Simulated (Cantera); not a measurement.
Charge: 1 mol Fe(CO)5, 0.22 mol O2, 2.3 mol N2, held at 1.50 bar.

These are equilibrium values from Cantera (NASA tables, ideal gas, pure condensed phases), not measurements of a reactor. Candidate condensed phases: C, Fe, Fe(CO)5, FeO, Fe2O3, Fe3O4; 27 gas species. The tables' stoichiometric FeO is somewhat more stable than real wüstite, so its field is too wide. FeO: taken at fixed stoichiometry. Condensed phases not in the tables: cementite and carbon dissolved in iron. The numbers say what is thermodynamically allowed, not how fast it happens.

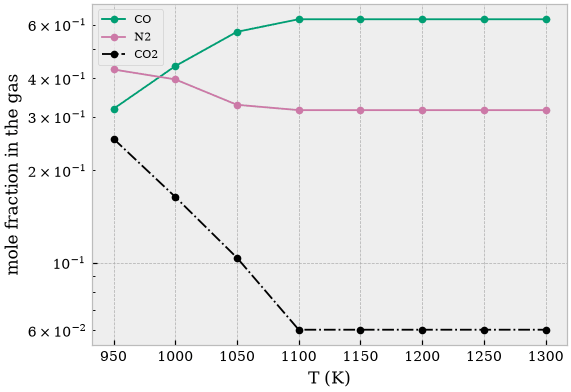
Figure: Equilibrium gas composition (values under 1e-9 drawn at 1e-9)

From 950 K to 1000 K the condensed part is C(graphite) + FeO(s). At 1050 K the condensed part is C(graphite) + Fe(α). From 1100 K to 1150 K the condensed part is Fe(α). From 1200 K to 1300 K the condensed part is Fe(γ).
